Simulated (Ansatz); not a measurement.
Cell and atoms:

```
Sn O
1.0
     4.82697    0.00000    0.00000
     0.00000    4.82697    0.00000
     0.00000    0.00000    3.23870
Sn O
2 4
Direct
  0.50000 0.50000 0.50000
  0.00000 0.00000 0.00000
  0.19341 0.80659 0.50000
  0.80659 0.19341 0.50000
  0.30659 0.30659 0.00000
  0.69341 0.69341 0.00000
```

### Say what kind of structure these coordinates give.

The stoichiometry is SnO2. Space group: P4_2/mnm (No. 136). Lattice: primitive tetragonal. In terms of structure types, this is rutile. Content of the cell: 2 Sn, 4 O (Z = 2). The polyhedra are SnO6 octahedra; they share corners and edges. The Sn atoms are each bonded to six O in a distorted octahedral arrangement at 2.09 Å. About every O there are three Sn at 2.09 Å. The bonds build a three-dimensional framework.

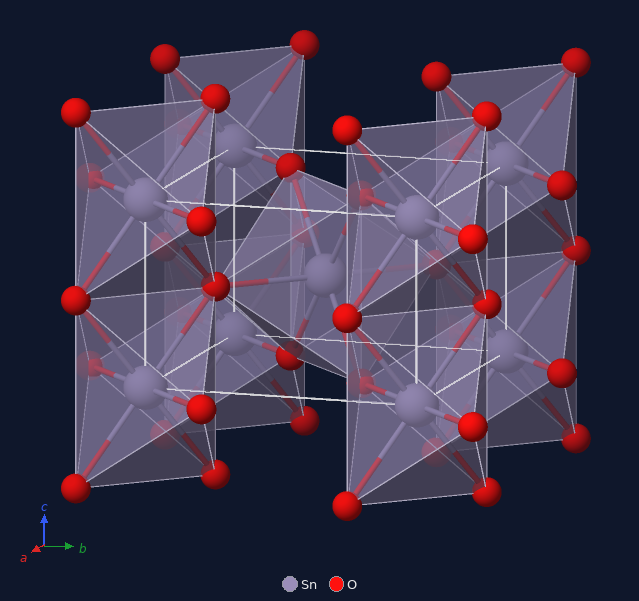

Figure: polyhedral view slightly off an axis. The wireframe shows the conventional unit cell. A few atoms beyond the faces are included. Colours: tin purple, oxygen red.

It goes back to a structure listed in the Materials Project. Relaxation method: Ansatz, DFT PBE, scalar-relativistic, plane waves, PAW.
